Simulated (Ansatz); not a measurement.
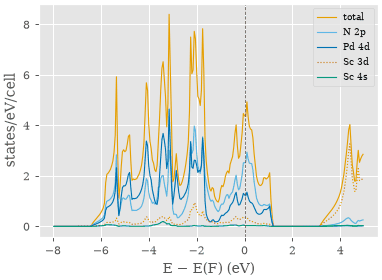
*Total and projected density of states of ScPdN$_{2}$ in space group R-3m (No. 166; Sc on 3b, Pd on 3a, N on 6c), the program Ansatz at the r²SCAN level (PAW)*

### Question
Which orbitals carry the states next to the Fermi level?

### Answer
Within 0.5 eV of the Fermi level: N 2p 57 %, Pd 4d 29 %, Sc 3d 8 %. Projections are on Löwdin-orthogonalised atomic valence shells; empty p or d shells of many metals are not among them.

### Question
Where is the tallest occupied peak in this window, and what makes it?

### Answer
Near -3.1 eV, about 8.4 states/eV per cell; the largest projected share is Pd 4d.

The start of the workflow was typed in or built on a structure type; neither database checked (COD, Materials Project) lists it. Whether it is the stable phase at ambient conditions was not checked. Symmetry was held in the r²SCAN relaxation; whether a distortion lowers the energy is not shown. The run is not spin-polarised. With an odd number of electrons in the cell and no spin polarisation, the count alone makes it a metal. Scalar-relativistic: spin–orbit coupling is off unless named, which matters more the heavier the elements.

Potentials: the later of the program's two PAW sets.
